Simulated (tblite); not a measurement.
Run report: SiPH5O4, geometry relaxation (part 1 of 2)

System: SiPH5O4, SMILES O=P(O)(O)O[SiH3].
Method: GFN2-xTB geometry optimisation, gas phase (tblite 0.8.0).

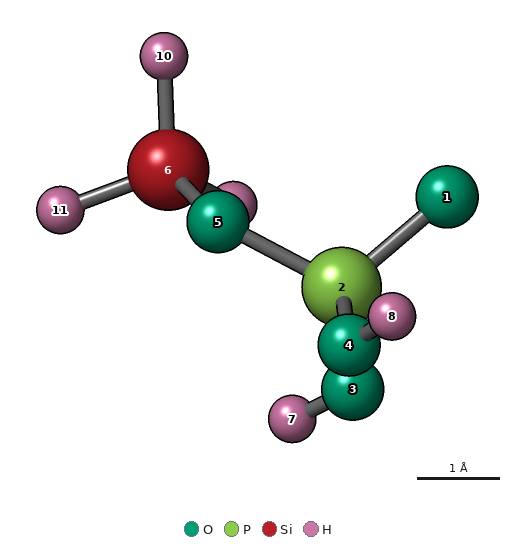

Fig. 1: The structure as given in the input (ball-and-stick view, seen at a tilt; atoms are numbered from 1 in the order of the input).

Summary:

```csv
quantity,value
outcome,converged
total energy,−633.4888 eV
hardware,"1 CPU thread, shared host"
wall time,1.2 s
peak memory,0.18 GiB
```

Input:
```
{"job": {"kind": "relax", "xc": "GFN2-xTB", "basis": "xTB"}, "charge": 0, "multiplicity": 1}
O      0.178310    -2.883169    -1.132137
P     -0.680208    -1.550362    -0.451487
O     -0.714018    -0.258415    -1.613082
O     -2.311808    -2.017820    -0.094774
O      0.097509    -1.003411     0.998437
Si     1.654357    -0.213212     1.057298
H     -0.551692     0.690367    -1.412113
H     -2.616288    -2.932922    -0.038127
H      2.078405     0.128923    -0.247375
H      2.597724    -1.035154     1.688387
H      1.518803     0.990720     1.821660
```

The first line tells a small driver script what to run in tblite; the rest is the geometry in Å.

Launch command:
```bash
OMP_NUM_THREADS=1 python <driver script> task.json out
```

The program's output:
```
step      E/eV     max force
  0    -630.25584    7.878
  1    -631.83156    4.140
  2    -631.69006   16.126
  3    -632.61210    1.600
  4    -632.77818    1.355
  5    -632.92002    1.070
  6    -633.01755    1.042
  7    -633.20684    0.878
  8    -633.24072    0.655
  9    -633.28584    0.670
 10    -633.30821    0.786
 11    -633.32881    0.498
 12    -633.34337    0.314
 13    -633.35423    0.441
 14    -633.36516    0.593
 15    -633.37239    0.363
 16    -633.37694    0.203
 17    -633.38120    0.231
 18    -633.38714    0.457
 19    -633.39313    0.478
 20    -633.39900    0.296
 21    -633.40442    0.236
 22    -633.41116    0.441
 23    -633.41679    0.472
 24    -633.42181    0.232
 25    -633.42396    0.159
 26    -633.42685    0.241
 27    -633.42999    0.355
 28    -633.43459    0.373
 29    -633.43768    0.208
 30    -633.43954    0.297
 31    -633.44141    0.208
 32    -633.44322    0.152
 33    -633.44600    0.151
 34    -633.44754    0.136
 35    -633.45060    0.170
 36    -633.45313    0.164
 37    -633.45474    0.099
 38    -633.45543    0.097
 39    -633.45607    0.089
 40    -633.45692    0.165
 41    -633.45816    0.165
 42    -633.45995    0.091
 43    -633.46093    0.098
 44    -633.46203    0.115
 45    -633.46365    0.185
 46    -633.46516    0.161
 47    -633.46796    0.160
 48    -633.46994    0.159
 49    -633.47198    0.144
 50    -633.47313    0.133
 51    -633.47463    0.104
 52    -633.47593    0.134
 53    -633.47738    0.123
 54    -633.47900    0.163
 55    -633.48060    0.208
 56    -633.48285    0.210
 57    -633.48514    0.192
 58    -633.48607    0.104
 59    -633.48686    0.088
 60    -633.48722    0.041
 61    -633.48744    0.030
 62    -633.48756    0.030
 63    -633.48764    0.020
 64    -633.48768    0.017
 65    -633.48772    0.016
 66    -633.48778    0.021
 67    -633.48786    0.024
 68    -633.48796    0.031
 69    -633.48806    0.029
 70    -633.48813    0.022
 71    -633.48818    0.025
 72    -633.48823    0.021
 73    -633.48829    0.023
 74    -633.48835    0.020
 75    -633.48842    0.021
 76    -633.48850    0.024
 77    -633.48859    0.026
 78    -633.48866    0.024
 79    -633.48870    0.017
 80    -633.48873    0.019
 81    -633.48875    0.014
 82    -633.48877    0.013
 83    -633.48879    0.010
 84    -633.48880    0.010
 85    -633.48881    0.013
 86    -633.48881    0.010
 87    -633.48882    0.005
```

Trajectory as extended XYZ (Å, eV, eV/Å), 30 frames, from step=0 to step=87:
```
11
Properties=species:S:1:pos:R:3:forces:R:3 step=0 energy=-630.25584
O     0.1783   -2.8832   -1.1321   -3.9740   6.0290   3.1500
P    -0.6802   -1.5504   -0.4515    3.3010  -4.7910  -2.4180
O    -0.7140   -0.2584   -1.6131   -0.1760  -1.4290   2.4260
O    -2.3118   -2.0178   -0.0948    2.4230   1.8710  -0.2830
O     0.0975   -1.0034    0.9984   -0.4570   0.2760  -2.6260
Si    1.6544   -0.2132    1.0573   -2.2140  -0.7260  -0.2670
H    -0.5517    0.6904   -1.4121   -0.2690  -1.2010   0.3080
H    -2.6163   -2.9329   -0.0381    0.9920   0.3020  -0.2180
H     2.0784    0.1289   -0.2474    0.2010   0.2110  -1.0670
H     2.5977   -1.0352    1.6884    0.6520  -1.0520   0.6140
H     1.5188    0.9907    1.8217   -0.4790   0.5090   0.3810
11
Properties=species:S:1:pos:R:3:forces:R:3 step=3 energy=-632.61210
O     0.0827   -2.7417   -1.0575   -0.4210   0.6330   0.3370
P    -0.6326   -1.6028   -0.4824    0.1110   0.0890  -0.0150
O    -0.7159   -0.3295   -1.5196   -0.1040  -0.5080   0.7330
O    -2.2057   -1.9722   -0.1084    0.8790   0.4630   0.0710
O     0.0860   -0.9990    0.8848   -0.1780   0.1690  -0.9150
Si    1.5755   -0.2460    1.0455   -0.0650  -0.2310  -0.2540
H    -0.5647    0.6287   -1.3918   -0.2450  -1.1690   0.4910
H    -2.5620   -2.8894   -0.0498    1.1720   1.0630  -0.2330
H     2.0832    0.1345   -0.2814   -0.1260  -0.0650   0.0210
H     2.6093   -1.0699    1.7047   -0.5140  -0.1540  -0.1320
H     1.4953    1.0029    1.8326   -0.5080  -0.2900  -0.1040
11
Properties=species:S:1:pos:R:3:forces:R:3 step=6 energy=-633.01755
O     0.0643   -2.7188   -1.0424    0.3730  -0.7090  -0.2130
P    -0.6260   -1.5854   -0.4724    0.4110  -0.3460  -0.0530
O    -0.7362   -0.3867   -1.4663   -0.3650   0.0150  -0.9760
O    -2.1273   -1.9005   -0.0933   -0.4520   0.7610   0.5250
O     0.0779   -0.9700    0.8094    0.1610   0.4050   0.6870
Si    1.5545   -0.2678    1.0205    0.2520   0.2020  -0.0710
H    -0.5865    0.5358   -1.3357   -0.0010   0.3250   0.5410
H    -2.4452   -2.7999   -0.0730    0.5150  -0.0510  -0.0940
H     2.0735    0.1300   -0.2900   -0.0180  -0.0270  -0.0770
H     2.5628   -1.0961    1.6964   -0.4190  -0.2270  -0.1090
H     1.4392    0.9749    1.8233   -0.4560  -0.3480  -0.1600
11
Properties=species:S:1:pos:R:3:forces:R:3 step=9 energy=-633.28584
O     0.0777   -2.7691   -1.0322   -0.3230   0.4060   0.4250
P    -0.5845   -1.5869   -0.4810   -0.0280  -0.0720  -0.2390
O    -0.7719   -0.4141   -1.5376    0.4570   0.2150  -0.0110
O    -2.0947   -1.7867   -0.0110    0.2960  -0.2360   0.1400
O     0.0767   -0.9125    0.8081    0.0110  -0.0160  -0.2790
Si    1.5698   -0.2566    0.9907    0.0780  -0.1160  -0.1060
H    -0.6121    0.4740   -1.2206   -0.1530  -0.0760   0.0560
H    -2.2858   -2.7156   -0.1010   -0.1230  -0.1250   0.0630
H     2.0717    0.1268   -0.3215    0.1170   0.0350  -0.1480
H     2.4765   -1.1616    1.6803   -0.0920  -0.2180  -0.0420
H     1.3277    0.9178    1.8024   -0.2400   0.2040   0.1420
11
Properties=species:S:1:pos:R:3:forces:R:3 step=12 energy=-633.34337
O     0.0617   -2.7692   -0.9954   -0.0150  -0.0360  -0.0690
P    -0.5856   -1.5668   -0.4970    0.1140  -0.1270   0.0770
O    -0.7247   -0.3984   -1.5706    0.2400  -0.0980   0.1770
O    -2.0645   -1.7924    0.0305   -0.1230   0.0060  -0.0270
O     0.0796   -0.8988    0.7806    0.1460   0.2450  -0.1160
Si    1.5773   -0.2545    0.9770    0.0770   0.0720  -0.0160
H    -0.6360    0.4672   -1.1812   -0.1760   0.1390   0.0170
H    -2.2671   -2.7155   -0.0985   -0.0670  -0.0610   0.0430
H     2.0893    0.1318   -0.3515    0.0260  -0.0280   0.2020
H     2.4487   -1.2099    1.6735   -0.1970   0.0390  -0.1640
H     1.2725    0.9220    1.8094   -0.0250  -0.1520  -0.1250
11
Properties=species:S:1:pos:R:3:forces:R:3 step=15 energy=-633.37239
O     0.0528   -2.7773   -0.9853    0.1520  -0.2950  -0.1470
P    -0.5762   -1.5688   -0.4931   -0.0510   0.1190   0.1280
O    -0.6688   -0.3968   -1.5622    0.0160   0.0640   0.0230
O    -2.0586   -1.7947    0.0454   -0.0020   0.0280  -0.1190
O     0.0949   -0.8628    0.7518   -0.1190   0.0040   0.1390
Si    1.5903   -0.2451    0.9672   -0.0530   0.0730   0.0240
H    -0.6745    0.4727   -1.1609   -0.1790  -0.0680  -0.0430
H    -2.2646   -2.7192   -0.0908   -0.0130   0.0800   0.0520
H     2.1052    0.1327   -0.3439    0.1720   0.0770  -0.0410
H     2.4102   -1.2327    1.6497    0.0300  -0.0890  -0.0070
H     1.2404    0.9074    1.7988    0.0470   0.0060  -0.0100
11
Properties=species:S:1:pos:R:3:forces:R:3 step=18 energy=-633.38714
O     0.0579   -2.7959   -0.9912   -0.1210   0.3790   0.2230
P    -0.5657   -1.5760   -0.4862    0.1460  -0.1910  -0.2040
O    -0.6418   -0.3967   -1.5528    0.0010  -0.0770  -0.0500
O    -2.0579   -1.7886    0.0310    0.0460   0.0680  -0.0720
O     0.0866   -0.8479    0.7603   -0.0120  -0.1350   0.0440
Si    1.5910   -0.2366    0.9638   -0.0060  -0.1410  -0.0620
H    -0.7194    0.4719   -1.1591   -0.1560  -0.0680   0.0090
H    -2.2697   -2.7137   -0.0793   -0.0100   0.0150   0.0270
H     2.1367    0.1439   -0.3401    0.0780   0.0400   0.0410
H     2.3967   -1.2501    1.6357    0.0010  -0.0060  -0.0300
H     1.2369    0.9053    1.7945    0.0350   0.1160   0.0740
11
Properties=species:S:1:pos:R:3:forces:R:3 step=21 energy=-633.40442
O     0.0683   -2.7974   -0.9809    0.1520  -0.0140   0.0760
P    -0.5499   -1.5798   -0.4881   -0.1090   0.1810   0.0380
O    -0.6075   -0.4016   -1.5492   -0.0170   0.1590  -0.0810
O    -2.0525   -1.7726   -0.0014   -0.1140   0.0210  -0.0080
O     0.0745   -0.8512    0.7773    0.1700  -0.0990  -0.0940
Si    1.5866   -0.2404    0.9547    0.0430   0.0380   0.0720
H    -0.8046    0.4533   -1.1581   -0.0910  -0.2080  -0.0620
H    -2.2771   -2.6996   -0.0592    0.0270   0.0340   0.0130
H     2.1901    0.1650   -0.3288   -0.1140  -0.0500   0.1700
H     2.3821   -1.2754    1.6140   -0.0270   0.0550  -0.0410
H     1.2412    0.9153    1.7964    0.0820  -0.1160  -0.0840
11
Properties=species:S:1:pos:R:3:forces:R:3 step=24 energy=-633.42181
O     0.0941   -2.7856   -0.9550    0.0980  -0.1980  -0.0700
P    -0.5450   -1.5696   -0.4935   -0.0590   0.0500   0.0500
O    -0.5885   -0.3998   -1.5620   -0.0040   0.0400  -0.0030
O    -2.0620   -1.7472   -0.0335   -0.0040   0.0220  -0.0300
O     0.0863   -0.8715    0.7807   -0.0130   0.1150  -0.0620
Si    1.5884   -0.2445    0.9562    0.0330   0.0160   0.1000
H    -0.8929    0.4137   -1.1620   -0.1070   0.0390  -0.0630
H    -2.2743   -2.6787   -0.0415    0.0120   0.0210   0.0250
H     2.2168    0.1760   -0.2947   -0.0670  -0.0010  -0.0750
H     2.3693   -1.2879    1.5927    0.1100  -0.0930   0.0980
H     1.2589    0.9106    1.7894    0.0020  -0.0100   0.0300
11
Properties=species:S:1:pos:R:3:forces:R:3 step=27 energy=-633.42999
O     0.1105   -2.7946   -0.9476   -0.1870   0.2820   0.1060
P    -0.5392   -1.5705   -0.4956    0.1860  -0.1630  -0.1580
O    -0.5762   -0.3936   -1.5610   -0.0540   0.0070   0.0150
O    -2.0656   -1.7340   -0.0574    0.0800  -0.0090  -0.0140
O     0.0882   -0.8623    0.7759    0.0030   0.0630  -0.0050
Si    1.5960   -0.2467    0.9666    0.0730  -0.1150  -0.0310
H    -0.9564    0.3979   -1.1759   -0.0350  -0.0640  -0.0900
H    -2.2747   -2.6652   -0.0267    0.0020  -0.0040   0.0280
H     2.2261    0.1826   -0.2856   -0.0850  -0.0340  -0.0070
H     2.3749   -1.3072    1.5922    0.0330   0.0080   0.0540
H     1.2675    0.9091    1.7918   -0.0150   0.0290   0.1010
11
Properties=species:S:1:pos:R:3:forces:R:3 step=30 energy=-633.43954
O     0.1232   -2.7867   -0.9327    0.0110  -0.0360  -0.0980
P    -0.5285   -1.5612   -0.5089   -0.0220   0.1490   0.0790
O    -0.5832   -0.3877   -1.5736    0.1340  -0.1980  -0.1770
O    -2.0597   -1.7180   -0.0846    0.0490   0.0170   0.0390
O     0.0976   -0.8468    0.7612   -0.0140   0.0240   0.0760
Si    1.6141   -0.2647    0.9866   -0.0310   0.0640  -0.0140
H    -1.0318    0.3699   -1.2088   -0.1260   0.1520   0.0240
H    -2.2670   -2.6456   -0.0076    0.0000  -0.0570   0.0400
H     2.2035    0.1786   -0.2790    0.0190  -0.0480   0.0050
H     2.4007   -1.3262    1.6133   -0.0600   0.0720  -0.0110
H     1.2822    0.9040    1.8108    0.0420  -0.1390   0.0360
11
Properties=species:S:1:pos:R:3:forces:R:3 step=33 energy=-633.44600
O     0.1230   -2.7792   -0.9377    0.0810   0.0080  -0.0240
P    -0.5209   -1.5506   -0.5085   -0.0690  -0.0380  -0.0080
O    -0.5808   -0.3908   -1.5879   -0.0240   0.1020   0.0820
O    -2.0510   -1.7139   -0.0870   -0.0570  -0.0070   0.0750
O     0.0961   -0.8367    0.7681   -0.0390   0.0000  -0.0610
Si    1.6168   -0.2649    0.9882   -0.0340  -0.0030  -0.0260
H    -1.0611    0.3589   -1.2282    0.0410  -0.0790  -0.1220
H    -2.2622   -2.6413    0.0041    0.0520   0.0310   0.0200
H     2.2014    0.1713   -0.2773    0.0460  -0.0160  -0.0460
H     2.3986   -1.3227    1.6176   -0.0140  -0.0010   0.0070
H     1.2910    0.8855    1.8252    0.0170   0.0040   0.1020
11
Properties=species:S:1:pos:R:3:forces:R:3 step=36 energy=-633.45313
O     0.1389   -2.7620   -0.9470   -0.0160   0.1330   0.0950
P    -0.5179   -1.5385   -0.5135    0.0370  -0.1210  -0.0920
O    -0.5809   -0.3893   -1.6044   -0.0510   0.0580   0.0790
O    -2.0462   -1.7044   -0.0870   -0.0440   0.0160   0.0310
O     0.0906   -0.8153    0.7628    0.0100  -0.0270  -0.0590
Si    1.6204   -0.2700    0.9953   -0.0100  -0.0110  -0.0340
H    -1.1229    0.3367   -1.2894    0.0430  -0.0370  -0.0690
H    -2.2473   -2.6297    0.0321    0.0320  -0.0210   0.0220
H     2.1939    0.1537   -0.2810    0.0500   0.0060   0.0160
H     2.4060   -1.3203    1.6359   -0.0440  -0.0360  -0.0410
H     1.3165    0.8546    1.8729   -0.0080   0.0410   0.0520
11
Properties=species:S:1:pos:R:3:forces:R:3 step=39 energy=-633.45607
O     0.1500   -2.7530   -0.9409   -0.0060  -0.0570  -0.0100
P    -0.5194   -1.5365   -0.5178   -0.0060   0.0750   0.0470
O    -0.5776   -0.3849   -1.6041   -0.0490  -0.0150  -0.0330
O    -2.0491   -1.6992   -0.0852    0.0430  -0.0350  -0.0400
O     0.0902   -0.8139    0.7558    0.0100   0.0400   0.0260
Si    1.6180   -0.2692    0.9925    0.0230   0.0160   0.0320
H    -1.1481    0.3249   -1.3097    0.0000   0.0300  -0.0250
H    -2.2386   -2.6255    0.0452    0.0040  -0.0150   0.0300
H     2.2085    0.1527   -0.2773    0.0180   0.0180   0.0260
H     2.3954   -1.3278    1.6290   -0.0300  -0.0420  -0.0330
H     1.3218    0.8481    1.8891   -0.0080  -0.0130  -0.0210
```
